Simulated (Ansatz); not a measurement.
Pressure series in GaAs

The reference is GaAs in the zinc blende structure (space group F-43m, No. 216; a = 5.6656 Å).

Cell and atoms are relaxed at each pressure.

Level of theory: Ansatz (a program for electronic structure), r2SCAN, PAW, cutoff 500 eV, no SOC, earlier PAW set.

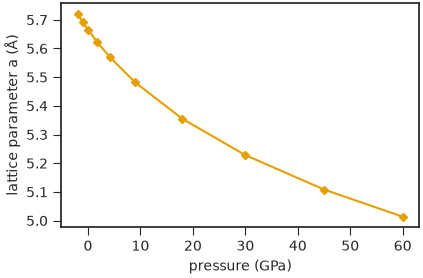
Figure: Lattice parameter a against pressure

```csv
pressure (GPa),lattice parameter a
-2,5.721 Å
-1,5.692 Å
1.8,5.621 Å
4.2,5.569 Å
9,5.481 Å
18,5.355 Å
30,5.228 Å
45,5.108 Å
60,5.014 Å
```

Load acts through the strain it causes; cell and atoms are relaxed under it. Whether these cells are dynamically stable was not tested. Measured, GaAs leaves this structure (for a Cmcm phase) near 15 GPa (room temperature; as listed in arXiv:1906.07825).
